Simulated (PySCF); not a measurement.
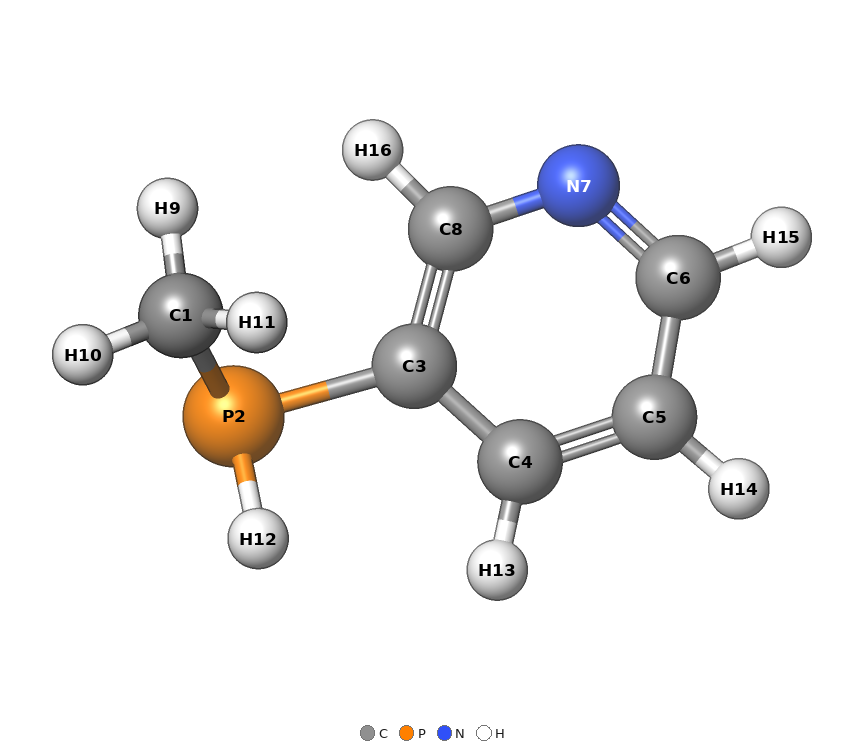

The geometry was computed by an optimisation with GFN2-xTB. No frequency run is at hand to confirm it as a minimum. Electric field gradients from the ground-state density, PBE0/pcSseg-1 (PySCF 2.14.0), non-relativistic apart from any core potentials.

Give the largest field-gradient component, the quadrupole coupling constant and the asymmetry for 14N at N7 (Q = 20.44 mb), 2H at H9 (Q = 2.86 mb), 2H at H10 (Q = 2.86 mb), 2H at H11 (Q = 2.86 mb), 2H at H12 (Q = 2.86 mb).

| atom | V_zz (a.u.) | e²qQ/h (MHz) | η |
| --- | --- | --- | --- |
| N7 | −1.155 | −5.55 | 0.41 |
| H9 | 0.315 | 0.211 | 0.02 |
| H10 | 0.316 | 0.212 | 0.02 |
| H11 | 0.314 | 0.211 | 0.00 |
| H12 | 0.192 | 0.129 | 0.11 |

The geometry is semi-empirical. Around P such bond lengths and angles can be off by a tenth of an ångström or more and by several degrees, and values that hang on the shape move with them.
